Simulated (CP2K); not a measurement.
Consider methylthioallene at its PBE geometry (Å).

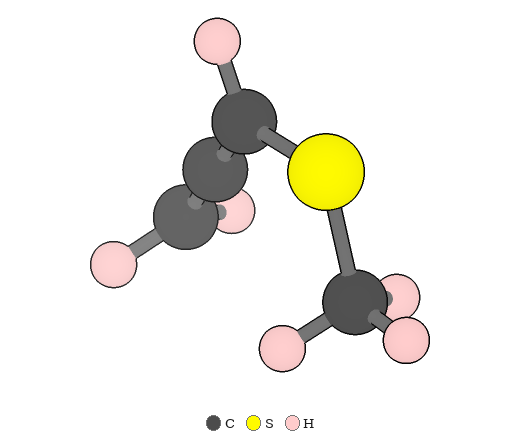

The molecule (carbon dark grey, sulfur yellow, hydrogen pink).

```xyz
11

C     1.8332    0.9377   -0.0264
C     1.1099   -0.0577    0.4289
C     0.3886   -1.0544    0.8904
S    -1.3023   -1.4046    0.5403
C    -1.7156   -0.0449   -0.5722
H     1.8938    1.8923    0.5042
H     2.4154    0.8499   -0.9479
H     0.8277   -1.7856    1.5746
H    -2.7689   -0.1787   -0.8459
H    -1.5875    0.9222   -0.0700
H    -1.0943   -0.0762   -1.4759
```

Method: CP2K XAS_TDP, all-electron GAPW, PBEh(45%), aug-cc-pVDZ, TDA, no relativity.

**Question.** Where do the C K-edge lines lie, and how strong are they?

Leading lines: C1 281.41 eV, C2 281.39 eV, C3 282.51 eV and C5 283.85 eV. The leading line of an atom is its first one with 35 % of the strongest within 2.5 eV of its lowest line over the strength cut. 

The first six lines of each atom with a strength over 0.0015:

| atom | energy (eV) | states | strength, one atom |
| --- | --- | --- | --- |
| C1 (bonded to C and 2 H) | 281.41 | 1 | 0.0472 |
|  | 283.81 | 1 | 0.0056 |
|  | 284.33 | 1 | 0.0035 |
|  | 285.39 | 1 | 0.0022 |
|  | 285.40 | 1 | 0.0094 |
|  | 285.53 | 1 | 0.0029 |
| C2 (bonded to 2 C) | 281.39 | 1 | 0.0525 |
|  | 281.94 | 1 | 0.0529 |
|  | 286.69 | 1 | 0.0017 |
|  | 286.88 | 1 | 0.0020 |
|  | 288.20 | 1 | 0.0018 |
|  | 288.75 | 1 | 0.0050 |
| C3 (bonded to C, S and H) | 282.51 | 1 | 0.0508 |
|  | 283.62 | 1 | 0.0141 |
|  | 285.10 | 1 | 0.0073 |
|  | 285.50 | 1 | 0.0023 |
|  | 286.28 | 1 | 0.0042 |
|  | 286.43 | 1 | 0.0016 |
| C5 (bonded to S and 3 H) | 283.85 | 1 | 0.0362 |
|  | 284.54 | 1 | 0.0086 |
|  | 284.88 | 1 | 0.0079 |
|  | 285.35 | 1 | 0.0163 |
|  | 285.39 | 1 | 0.0191 |
|  | 285.57 | 1 | 0.0062 |

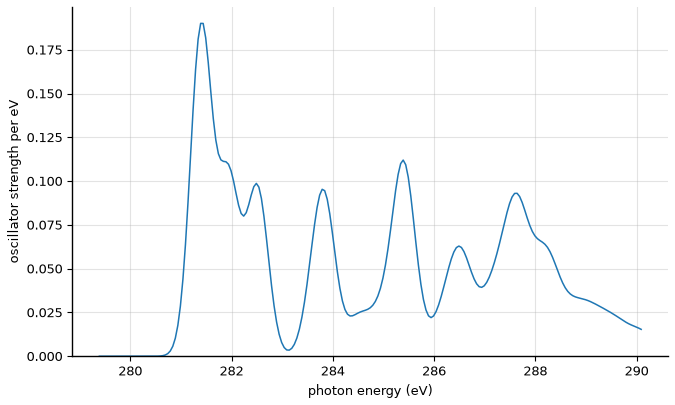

All atoms added, broadened by 0.5 eV.

Lines are vertical, at one geometry, with no vibrational structure. Without a correction of the core level, line positions, and the gaps between valence and Rydberg lines, follow the share of exact exchange. At this level such K lines come out 3 to 6 eV under measured ones. These values hold no scalar relativity, about 0.1 eV for C 1s. Rydberg lines, and the discretised continuum above threshold, depend on the basis and the box.

[Banner, clock and machine lines of the logs are left out without a mark of their own.]

[Logs are printed without paths, hosts, clocks, repeated set-up lines and the standing remarks that a program may print on its own settings, such as how far it seeks lower states.]

[Hosts, paths, dates, database ids (printed as entryN), source tags and the programs' standing remarks are cut or masked in the printed files.]
